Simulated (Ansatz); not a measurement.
Ga2AsN

The calculation's input:

```
crystal:
  lattice:
    - [1.6465440788, 0.9506326671, 5.9542264271]
    - [-1.6465440788, 0.9506326671, 5.9542264271]
    - [0.0, -1.9012653343, 5.9542264271]
  atoms:
    - { symbol: "N", position: [1.0, 0.0, 0.0] }
    - { symbol: As, position: [0.5, 0.5, 0.5] }
    - { symbol: Ga, position: [0.2673231063, 0.2673231063, 0.2673231063] }
    - { symbol: Ga, position: [0.7326768937, 0.7326768937, 0.7326768937] }
kpoints:
  mp_grid: { grid: [6, 6, 6] }
hamiltonian:
  xc: pbe
scf:
  occupations: { method: fermi_dirac, width: 0.02 }
  n_extra_bands: 5
output:
  forces: true
  stress: true
  eigenvalues: true
  write_density: true
  write_potential: true
  elf: true
  volumetric_format: npy
```

Launched as:

```sh
ansatz run input.yaml --threads 4 --pin off --max-ram 3686MiB --backend cpu --events-out ev --progress --plain --runs-dir out
```

Below, planes, directions and counts refer to the conventional cell (a = 3.29 Å, b = 3.29 Å, c = 17.86 Å, α = 90.00°, β = 90.00°, γ = 120.00°).

Space group R-3m; started from the ordered alloy on rocksalt lattice prototype, which need not be the ambient phase; computed pressure about 4 GPa in this cell.

Computed with DFT, PBE, plane waves, PAW (Ansatz).

In a PAW calculation such maps are meaningful between the atoms, not at the nuclei.

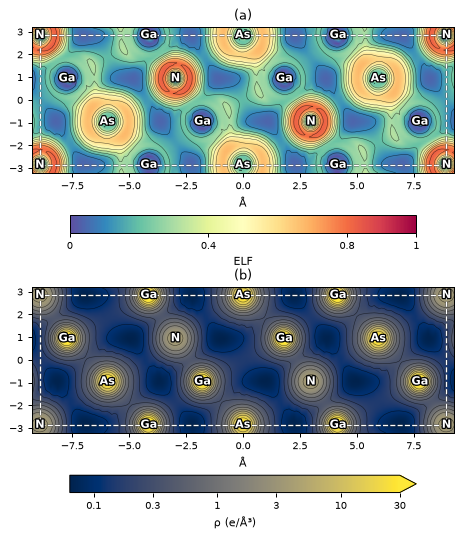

Figure 1. (a) electron localisation function; (b) valence electron density on the (110) plane of the conventional cell.

### What do the fields say about this system?

- The section cuts through N, As and Ga sites.
- Ga–N (2.24 Å): ρ is about 0.41 e/Å³ halfway; the ELF peaks at about 0.80 in the valence shell of N, 0.7 Å from its nucleus, and is about 0.35 at the midpoint.
- Ga–As (2.62 Å): ρ at the midpoint is about 0.35 e/Å³; the ELF is about 0.55 at the midpoint.
- Between the atoms the lowest density in this plane is 0.06 e/Å³.

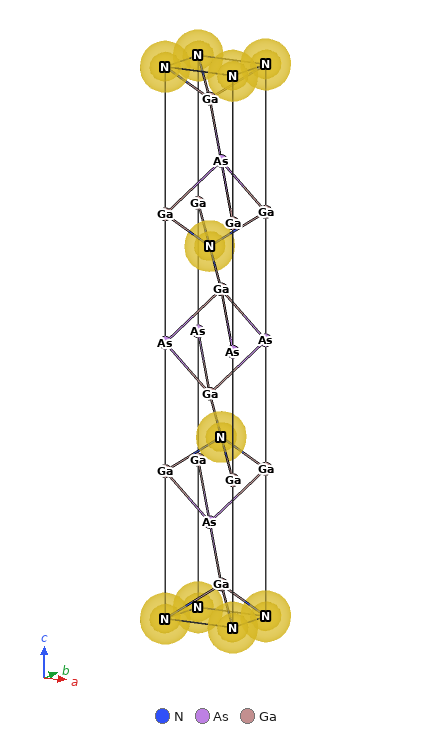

Figure 2. Isosurface of the electron localisation function at 0.75 (yellow), seen slightly off an axis. Only the valence region is drawn (cores and ρ < 0.01 e/Å³ removed). Sticks mark near contacts.

### Where are the electrons localised?

At this value the surface marks out three regions wrapped around N (the valence shell of each), counted in one cell of 12 atoms. Any copies at cell faces, edges or corners count once.
